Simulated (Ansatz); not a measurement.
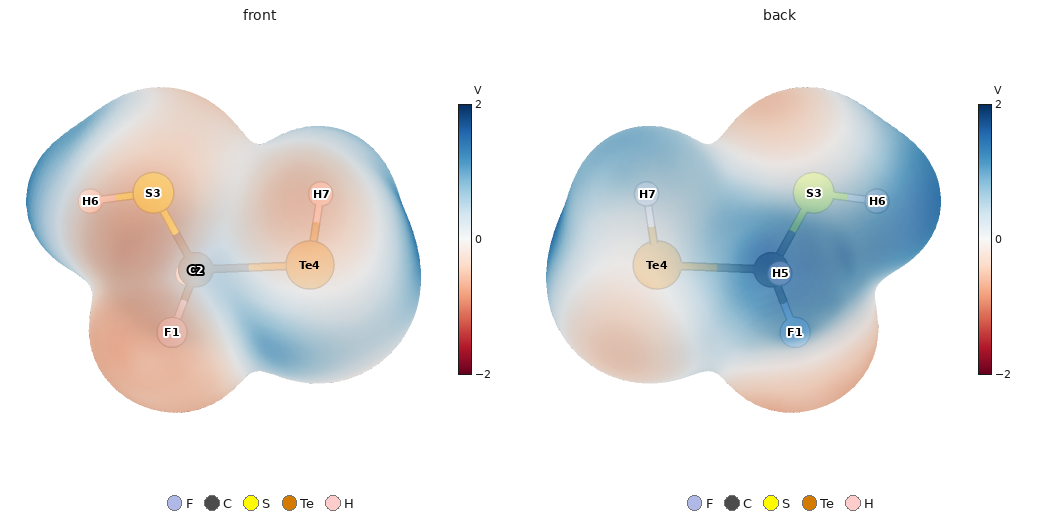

The picture shows: CH3FSTe (SMILES FC(S)[TeH]). The molecular electrostatic potential painted on the density surface at 0.002 e/bohr³, seen from the front and from behind; the colour scale runs from red (negative) to blue (positive).

Geometry: PBE0-D4/def2-TZVP; core potentials replace the inner electrons of Te.

All numbers below come from Ansatz, RKS PBE0-D4/def2-TZVPP.

```xyz
7

F     1.1776   -1.3688   -0.0859
C     0.1763   -0.4323    0.0058
S     0.6272    0.9541    1.0271
Te   -0.1839    0.2580   -2.0225
H    -0.7154   -0.9331    0.3789
H     0.4944    0.3235    2.2121
H    -1.5150    1.1306   -1.5611
```

> Where is the surface potential most negative and most positive?

The most negative region (about −0.8 V, or −18 kcal/mol for a unit charge) lies over F1 and S3, the most positive (about +1.5 V, or +35 kcal/mol for a unit charge) over Te4, H5 and H6.
